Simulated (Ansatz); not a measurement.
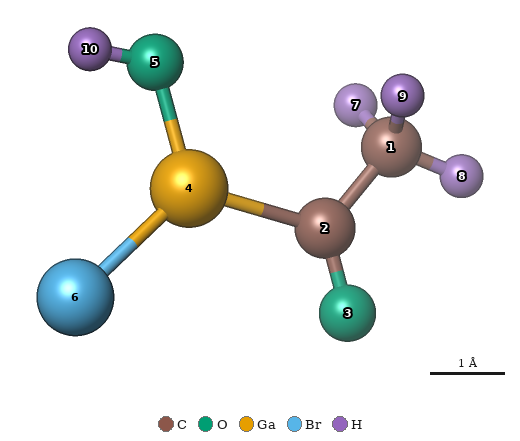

*The input geometry (ball-and-stick view, seen at a tilt; atoms are numbered from 1 in the order of the input). Sticks mark near contacts.*

**Run report: C2H4BrGaO2, single-point calculation**

The run: single-point calculation of C2H4BrGaO2. Method and program: RKS B2GP-PLYP/def2-mTZVPP (Ansatz 0.2.0).

The geometry comes from this level: PBE0-D4/def2-TZVP. Figures and captions count atoms from 1; the log counts them from 0 in places.

**What the program printed**
```
Functional definition: B2GP-PLYP
  name "B2GP-PLYP"
  cite "Karton, Tarnopolsky, Lamère, Schatz & Martin, J. Phys. Chem. A 112, 12868 (2008) doi:10.1021/jp801805p"
  cite "Becke, Phys. Rev. A 38, 3098 (1988) doi:10.1103/PhysRevA.38.3098"
  cite "Lee, Yang & Parr, Phys. Rev. B 37, 785 (1988) doi:10.1103/PhysRevB.37.785"
  parameter a = 0.65
  parameter c = 0.36
  exchange = (1 - a)*b88_x + a*exact_x
  correlation = (1 - c)*lyp_c + c*(mp2_os + mp2_ss)
3535 factors; integrals over basis functions are off by at most 4.4e-8 eV
mean field evaluation 1: about -128607.1143 eV, gradient 6.2e1 eV
mean field evaluation 2: about -128607.1908 eV, gradient 6.2e1 eV
mean field evaluation 4: about -128613.9905 eV, gradient 6.9e0 eV
mean field evaluation 8: about -128614.1052 eV, gradient 9.2e-1 eV
mean field evaluation 16: about -128614.1074 eV, gradient 2.3e-4 eV
mean field -128614.10741320 eV, -4726.4812696619 hartree, gradient 3.9e-8 eV, S^2 0.000000; 0 other end points of the search recorded, 0 dependent functions left out
22 core orbitals not correlated: weight in the atoms' cores, before any rotation towards them, 1.000 or more for the frozen orbitals, at most 0.000 for the correlated occupied ones
reference -128614.10743123 eV, -4726.4812703244 hartree; 27, 27 occupied and 129, 129 virtual orbitals, 3535 factors
second order -35.04404325 eV of doubles, -0.00000000 eV of singles
the calculation of the forces begins
Total energy: -128626.72328680 eV, -4726.9448944653 hartree
Atom 0 at     0.234329    -1.566912     0.509370 Å, force     0.259021    -0.234564    -0.048708 eV/Å
Atom 1 at    -0.728307    -0.426004     0.642966 Å, force     0.545923     0.204207    -0.435894 eV/Å
Atom 2 at    -1.733414    -0.473822     1.294452 Å, force    -0.686218    -0.084627     0.469862 eV/Å
Atom 3 at    -0.264031     1.287406    -0.361813 Å, force    -0.003707    -0.144058     0.068066 eV/Å
Atom 4 at     1.202844     1.326461    -1.373539 Å, force     0.131095    -0.072951    -0.065016 eV/Å
Atom 5 at    -1.529623     3.192016    -0.278756 Å, force    -0.151466     0.210196     0.018447 eV/Å
Atom 6 at     0.356191    -1.817488    -0.548969 Å, force    -0.059125     0.002068     0.098256 eV/Å
Atom 7 at    -0.113852    -2.434360     1.071963 Å, force     0.042469     0.063978    -0.052410 eV/Å
Atom 8 at     1.221139    -1.251349     0.862866 Å, force    -0.127759    -0.024310     0.011111 eV/Å
Atom 9 at     1.354724     2.164042    -1.818540 Å, force     0.049767     0.080062    -0.063714 eV/Å
Dipole moment:     0.442920    -0.244369    -0.178184 e Å
```

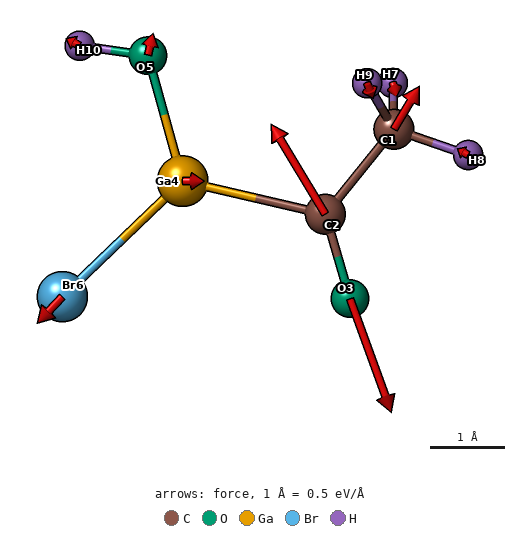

*Forces on the atoms as red arrows (ball-and-stick view, seen at a tilt; atoms are numbered from 1 in the order of the input).*

The largest act on O3 (0.84 eV/Å); C2 (0.73 eV/Å); C1 (0.35 eV/Å); Br6 (0.26 eV/Å). The geometry is not a stationary point of this energy.

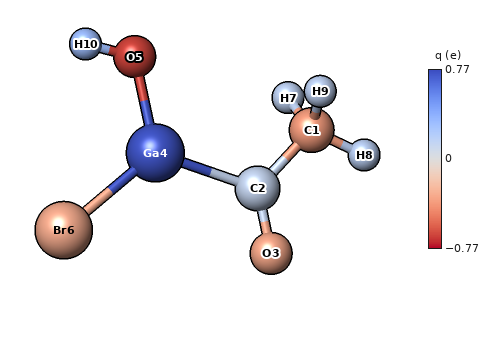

*Mulliken charges, as the colour of each atom (ball-and-stick view, seen at a tilt; atoms are numbered from 1 in the order of the input; Mulliken charges depend strongly on the basis).*

By element: C −0.37 to +0.12, O −0.65 to −0.32, Ga +0.73, Br −0.30 and H +0.15 to +0.31 e.

The run was set up as follows.

**The input**
```yaml
crystal:
  periodic: [false, false, false]
  atoms:
    - {symbol: C, position_ang: [0.234329, -1.566912, 0.509370]}
    - {symbol: C, position_ang: [-0.728307, -0.426004, 0.642966]}
    - {symbol: O, position_ang: [-1.733414, -0.473822, 1.294452]}
    - {symbol: Ga, position_ang: [-0.264031, 1.287406, -0.361813]}
    - {symbol: O, position_ang: [1.202844, 1.326461, -1.373539]}
    - {symbol: Br, position_ang: [-1.529623, 3.192016, -0.278756]}
    - {symbol: H, position_ang: [0.356191, -1.817488, -0.548969]}
    - {symbol: H, position_ang: [-0.113852, -2.434360, 1.071963]}
    - {symbol: H, position_ang: [1.221139, -1.251349, 0.862866]}
    - {symbol: H, position_ang: [1.354724, 2.164042, -1.818540]}
basis:
  gaussian: {orbitals: def2-mTZVPP, final_grid: {core_spheres: 5, valence_spheres: 4, degree: 11}}
hamiltonian: {xc: {name: B2GP-PLYP}}
accuracy: high
output: {forces: true}
```

Command:
```bash
ansatz run in.yaml --threads 4 --pin off --events-out ev --progress --plain --max-ram 10444MiB
```

**Results in brief**

```tsv
quantity	value
outcome	converged
total energy	−128626.7233 eV
mean-field energy	−128614.1074 eV
SCF solution under orbital rotations	stable
largest force (length of the vector)	0.836 eV/Å
dipole moment	2.58 D
hardware	4 threads of Arm Neoverse V1, 23 GiB of memory available, shared host
wall time	27 s (CPU time 1.7 min)
peak memory	1.2 GiB
```
